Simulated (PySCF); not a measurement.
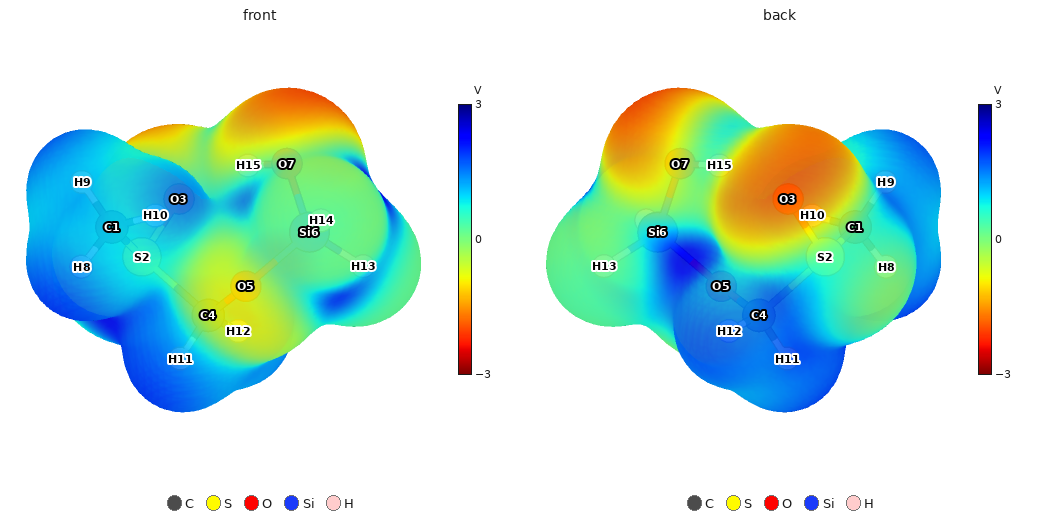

Figure 1: C$_{2}$H$_{8}$O$_{3}$SSi. The molecular electrostatic potential painted on the density surface at 0.004 e/bohr³, seen from the front and from behind; red is negative and blue positive.

Geometry: GFN2-xTB.

Computed with wB97X-D/def2-SVPD, SCF density, gas phase (PySCF).

```yaml
atoms:
  - { symbol: C, position_ang: [1.9288, -0.4948, 0.6105] }
  - { symbol: S, position_ang: [1.2594, -0.2042, -1.0707] }
  - { symbol: O, position_ang: [0.3482, -1.3401, -1.3325] }
  - { symbol: C, position_ang: [0.1578, 1.2424, -0.5755] }
  - { symbol: O, position_ang: [-0.5536, 0.9989, 0.5575] }
  - { symbol: Si, position_ang: [-1.9344, 0.0947, 0.7221] }
  - { symbol: O, position_ang: [-1.7180, -1.4367, 0.2913] }
  - { symbol: H, position_ang: [2.6576, 0.2806, 0.8168] }
  - { symbol: H, position_ang: [2.4010, -1.4713, 0.6125] }
  - { symbol: H, position_ang: [1.1155, -0.4647, 1.3289] }
  - { symbol: H, position_ang: [0.8428, 2.0807, -0.4200] }
  - { symbol: H, position_ang: [-0.4728, 1.4298, -1.4505] }
  - { symbol: H, position_ang: [-2.9761, 0.7198, -0.0887] }
  - { symbol: H, position_ang: [-2.0553, 0.2073, 2.1627] }
  - { symbol: H, position_ang: [-1.0053, -1.6345, -0.3559] }
```

Question: Describe the electrostatic potential map.

Answer: The most negative region (about −1.9 V) lies over O7, the most positive (about +2.3 V) over Si6. O7 is the likeliest acceptor of a hydrogen bond.
